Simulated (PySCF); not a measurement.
# Run report: Ga, atomic calculation

System: Ga, configuration 1s2 2s2 2p6 3s2 3p6 3d10 4s2 4p1, multiplicity 2.
Method: unrestricted TPSS, Sapporo-DKH3-DZP-2012, non-relativistic, point nucleus (PySCF).

## What the run reported

| quantity | value |
| --- | --- |
| outcome | converged |
| total energy | −1914.3137 hartree |
| kinetic energy | 2041.7662 hartree |
| ⟨S²⟩ | 0.753 |
| ⟨L²⟩ | 2.01 |
| SCF iterations | 6 |
| hardware | 1 thread of Arm Neoverse V1, 23 GiB of memory available, shared host |
| wall time | 1.1 s |

## What is odd here

This input holds a deliberate oddity: basis contracted for another Hamiltonian. The program ran to the end. Its numbers are those of this setting; this run alone doesn't show how far the oddity moves them.

## Input
```python
from pyscf import gto, scf, dft, mp, cc
import basis_set_exchange as bse
mol = gto.M(atom="Ga 0 0 0", charge=0, spin=1, symmetry="D2h",
            basis=gto.basis.parse(bse.get_basis("Sapporo-DKH3-DZP-2012", elements=["Ga"], fmt="nwchem", header=False)))
mf = dft.UKS(mol, xc="TPSS")
mf.irrep_nelec = {'Ag': (6, 6), 'B1g': (1, 1), 'B2g': (1, 1), 'B3g': (1, 1), 'B1u': (2, 2), 'B2u': (3, 2), 'B3u': (2, 2)}
mf.kernel()
```

The script is an equivalent of what the driver set up; the driver started from orbitals of its own, so the log can be shorter than this script's would be, and it computed the properties (radii, ⟨L²⟩, response) afterwards. It held the occupations shell by shell, which the script's counts by irreducible representation don't always enforce.

Launched within a batch (the task file carries these settings):
```bash
OMP_NUM_THREADS=1 python <driver script> TASK.json OUT
```

## The program's output (extracts)
```
damping factor = 0
level_shift factor = 0
DIIS = <class 'pyscf.scf.diis.CDIIS'>
diis_start_cycle = 1
diis_space = 10
diis_damp = 0
SCF conv_tol = 1e-09
SCF conv_tol_grad = None
number electrons alpha = 16  beta = 15
XC functionals = TPSS
    J. Tao, J. P. Perdew, V. N. Staroverov, and G. E. Scuseria.,  Phys. Rev. Lett. 91, 146401 (2003)
    J. P. Perdew, J. Tao, V. N. Staroverov, and G. E. Scuseria.,  J. Chem. Phys. 120, 6898 (2004)
    J. Tao, J. P. Perdew, V. N. Staroverov, and G. E. Scuseria.,  Phys. Rev. Lett. 91, 146401 (2003)
    J. P. Perdew, J. Tao, V. N. Staroverov, and G. E. Scuseria.,  J. Chem. Phys. 120, 6898 (2004)
cycle= 1 E= -1914.30570418978  delta_E= -0.00888  |g|= 0.262  |ddm|= 0.247
cycle= 2 E= -1914.2898877922  delta_E= 0.0158  |g|= 0.446  |ddm|= 0.178
cycle= 3 E= -1914.31366642581  delta_E= -0.0238  |g|= 0.00278  |ddm|= 0.121
cycle= 4 E= -1914.31366822317  delta_E= -1.8e-06  |g|= 0.000758  |ddm|= 0.00455
cycle= 5 E= -1914.31366838938  delta_E= -1.66e-07  |g|= 2.6e-05  |ddm|= 0.00103
cycle= 6 E= -1914.31366838966  delta_E= -2.81e-10  |g|= 4.18e-06  |ddm|= 3.65e-05
converged SCF energy = -1914.31366838966  <S^2> = 0.75304486  2S+1 = 2.0030425
```

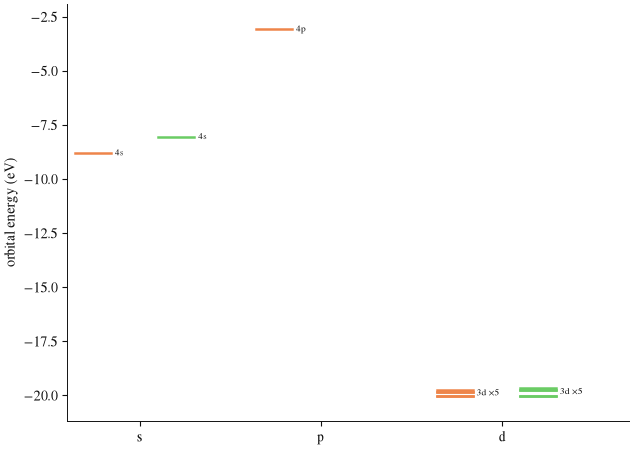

Orbital energies of the mean field, from the top down to −20.0 eV, by angular momentum, α spin at the left of each column and β at the right; ×n counts the orbitals under one label. The highest filled orbital is 4p α at −3.08 eV, the lowest empty one p α at −2.59 eV.

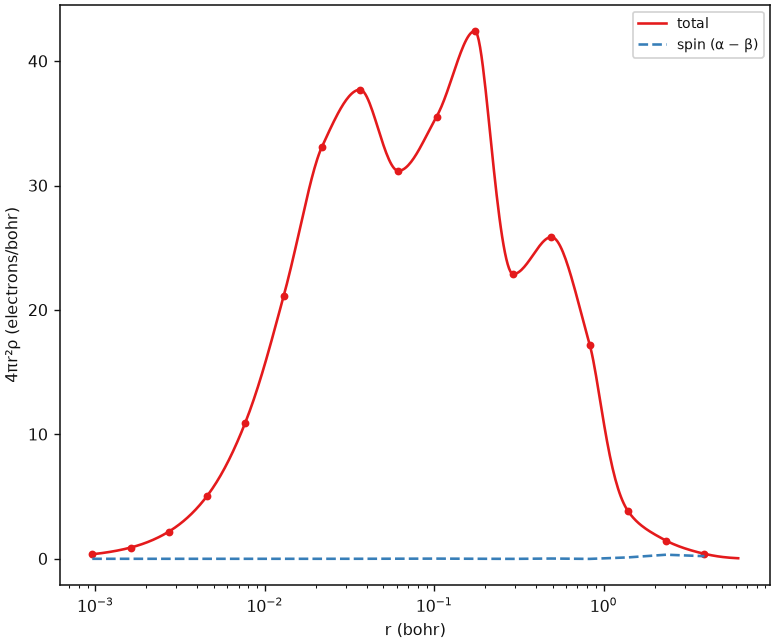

Spherically averaged radial density 4πr²ρ of the mean field and its spin part; markers are the stored points, which are sparse, and the line is a monotone interpolation between them. The largest stored value is 42.4 electrons/bohr at r = 0.17 bohr. Root-mean-square radii of the shells: 2s 0.242, 3s 0.722, 3p 0.743, 3d 0.920, 4s 2.59, 4p 3.60 bohr.
